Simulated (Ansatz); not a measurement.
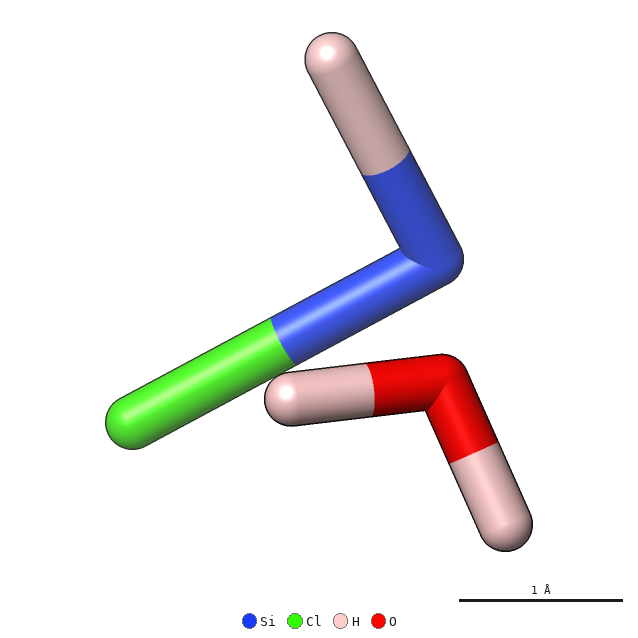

Starting geometry of the run.

Input file:

```yaml
crystal:
  periodic: [false, false, false]
  atoms:
    - {symbol: Si, position_ang: [-0.695792, 0.769798, 0.713718]}
    - {symbol: Cl, position_ang: [0.606374, 1.820540, -0.640463]}
    - {symbol: H, position_ang: [1.017367, -1.108148, 0.767031]}
    - {symbol: O, position_ang: [0.233392, -0.995848, 0.216227]}
    - {symbol: H, position_ang: [-1.706810, 0.401217, -0.362227]}
    - {symbol: H, position_ang: [0.545469, -0.887560, -0.694187]}
basis:
  gaussian: {orbitals: cc-pVDZ}
hamiltonian: {xc: {name: B3LYP}, dispersion: d4}
neb:
  images: 7
  climbing: true
  max_iterations: 60
  initial_path: idpp
  spring: 10.0
  final_atoms:
    - {symbol: Si, position_ang: [-0.258886, 0.170953, 0.239063]}
    - {symbol: Cl, position_ang: [0.557048, 1.935763, -0.426849]}
    - {symbol: H, position_ang: [0.270716, -0.030927, 1.607152]}
    - {symbol: O, position_ang: [0.117774, -1.069412, -0.753543]}
    - {symbol: H, position_ang: [-1.727882, 0.289701, 0.208781]}
    - {symbol: H, position_ang: [1.041229, -1.296078, -0.874504]}
```

It was started with:

```sh
ansatz run in.yaml --threads 2 --pin off --events-out ev --progress --plain --max-ram 4352MiB
```

What the program printed (its end):

```
mean field -22496.86125456 eV, -826.7444021848 hartree, gradient 1.0e-6 eV, S^2 0.000000; 0 other end points of the search recorded, 0 dependent functions left out
the calculation of the forces begins
reference -22496.86146722 eV, -826.7444100000 hartree; 21, 21 occupied and 44, 44 virtual orbitals, 717 factors
NEB iter  11: max|band force component| = 2.174e-2 eV/Å  barrier→ = 1.2386 eV  barrier← = 3.0762 eV  CI = image 4  Δτ_max = 0.0000 Å  (899 SCF iters)
Total energy: -22496.51653560 eV, -826.7317339965 hartree
Atom 0 at    -0.389072     0.441484     0.578526 Å, force    -0.012118     0.004787    -0.004754 eV/Å
Atom 1 at     0.483247     2.011057    -0.551828 Å, force     0.006112     0.002868    -0.002308 eV/Å
Atom 2 at     0.519580    -0.846561     0.937396 Å, force     0.003653    -0.004192     0.003168 eV/Å
Atom 3 at     0.211598    -1.151598    -0.321442 Å, force     0.003570    -0.005095    -0.004506 eV/Å
Atom 4 at    -1.844416     0.507590     0.194995 Å, force     0.001594    -0.001859     0.005389 eV/Å
Atom 5 at     1.019064    -0.961973    -0.837548 Å, force    -0.002811     0.003491     0.003010 eV/Å
Dipole moment:     0.128611    -0.226670     0.033087 e Å
```

The calculation finished and met its thresholds.
